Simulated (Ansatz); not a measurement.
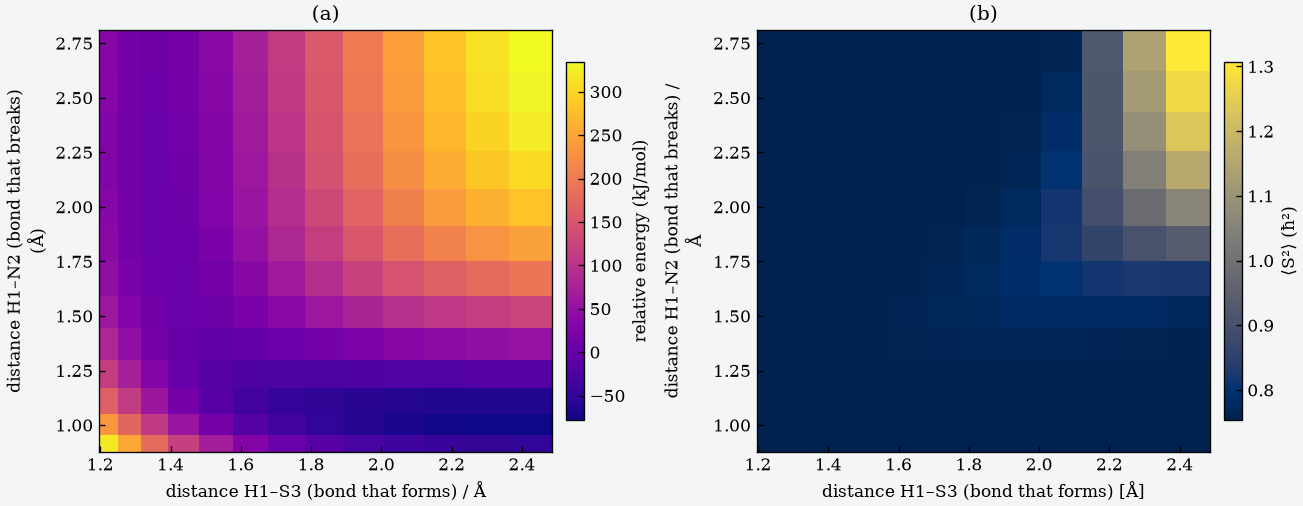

The reacting system H4NS (fragments H₃N + HS where the first distance is long, H₂S + H₂N where the second is long), spin multiplicity 2. The first coordinate is: distance H1–S3 (bond that forms); the second: distance H1–N2 (bond that breaks). Relaxed at each point: all other coordinates. The grid has 13 × 13 points. Points are written as (first, second). All energies are given in kJ/mol relative to a guessed transition structure relaxed with its forming and breaking bonds held. In part of the range the unrestricted reference is strongly spin-contaminated. Method: UKS PBE0-D4/def2-SVP (Ansatz).

Panel (a) is the energy; panel (b) is the computed ⟨S²⟩, in ħ².

In the figure: one coloured cell a grid point.

**How does the ⟨S²⟩ vary over the map, and what is it at the lowest grid point?**

Leaving out the highest fifth of the energies, it runs from 0.75 ħ² at (1.224 Å, 2.002 Å) to 0.82 ħ² at (2.179 Å, 1.675 Å). At the lowest grid point, (2.424 Å, 0.999 Å), it is 0.75 ħ². That point lies on the edge of the scan.
